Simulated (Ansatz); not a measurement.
Fields on a plane of WP2 (space group C2/m)

```yaml
crystal:
  lattice:
    - [4.20818, -1.56700, 0.00000]
    - [4.20818, 1.56700, 0.00000]
    - [-3.61739, 0.00000, 6.46707]
  atoms:
    - { symbol: P, position: [0.13867, 0.13867, 0.02494] }
    - { symbol: P, position: [0.86133, 0.86133, 0.97506] }
    - { symbol: P, position: [0.39885, 0.39885, 0.60056] }
    - { symbol: P, position: [0.60115, 0.60115, 0.39944] }
    - { symbol: W, position: [0.84236, 0.84236, 0.29386] }
    - { symbol: W, position: [0.15764, 0.15764, 0.70614] }
```

The slice is a (-1 0 1) plane (indices of the conventional cell) through the point (0.139, 0.139, 0.025) (fractional), spanned by u = [1 -1 0] and v = [111] in vectors of this cell: u (3.13 Å) and v (8.05 Å, at 90° to u). It covers one period; positions are fractions (u, v).

Atoms on it: P at (0.00, 0.00). Other atoms lie within 1 Å of the plane.

All values below come from LDA (plane waves to 420 eV, PAW, scalar-relativistic; Ansatz, a first-principles code). k mesh 16×16×7. Inside the PAW spheres the values are not all-electron values, and peaks at nuclei hang on which shells count as valence. Spin-orbit coupling is left out, though W is heavy. WP2 is run without spin polarisation. WP2 was relaxed with its symmetry unable to fall.

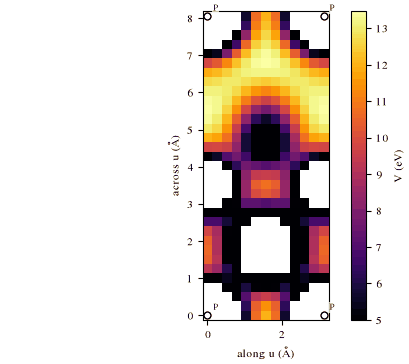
Electrostatic potential energy of an electron, from the cell's mean, in eV, one period of the plane, atoms marked. Points within 0.9 Å of a nucleus are left white, as the pseudised field means little there. Values under 5 eV are set to 5. The zero, the cell's mean, hangs on the PAW cores.

```
|xx=%*-.-*%=x|
|-=##+: :+##=|
|%%#*-   -*#%|
|##+-.   .-+#|
|=-:.     .:-|
|..         .|
|   ..:-:..  |
|   .-+++-.  |
|  .-+*#*+-. |
|  .-+*#*+-. |
| .:-=+++=-:.|
|..:-------:.|
|----:::::---|
|**+=:...:=+*|
|%%%+-...-+%%|
|@@@#=:.:=#@@|
|#%@%*-:-*%@%|
|=*@%#=-=#%@*|
|=*%%*=-=*%%*|
|#%%%+-:-+%%%|
|%%%*-:::-*%%|
|##+--+++--+#|
|*+--*%%%*--+|
|=-:-#%#%#-:-|
|-:.-#%#%#-.:|
|=-.:*%%%*:.-|
|*+-:=*#*=:-+|
|%%#=::-::=#%|
|@@@%+:.:+%@@|
|=#@@#=:=#@@#|
|xx#@%+-+%@#x|
|xx=@%=:=%@=x|
```
Scale: ten equal steps from 0.04 (start of ' ') to 0.84 (end of '@'), in the order ' .:-=+*#%@'. Values: electron localisation function (ELF). The map has 12 points along u (one character each, u = 0 at the left) and 32 along v (v = 0 in the bottom row). Points within 0.4 Å of a nucleus are blanked (x), as the pseudised field means little there.
